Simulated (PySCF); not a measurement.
SMILES C[SiH2][GeH3] (CH₈GeSi) at its GFN2-xTB optimised geometry (Å):

```
11

C      1.6654    -1.1264     0.0000
Si    -0.2322    -1.1264     0.0000
Ge    -1.0109     1.0806     0.0000
H      2.0553    -0.6160    -0.8774
H      2.0657    -2.1357     0.0006
H      2.0541    -0.6148     0.8775
H     -0.7211    -1.8381    -1.1866
H     -0.7208    -1.8366     1.1878
H     -1.6427     1.5516    -1.2780
H      0.0269     2.1357     0.2589
H     -2.0657     1.3991     1.0196
```

Level of theory: B3LYP/def2-TZVP (PySCF). Cells within 0.4 Å of a nucleus heavier than hydrogen are left out (blank, or x).

Map of the electron localisation function on the plane z = 0.0 Å:

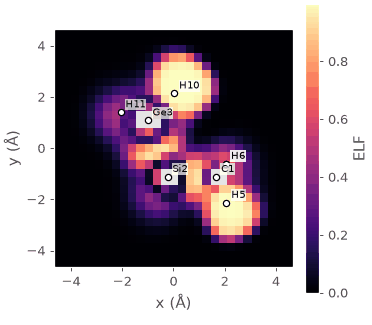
*Electron localisation function on the plane z = 0.0 Å.*
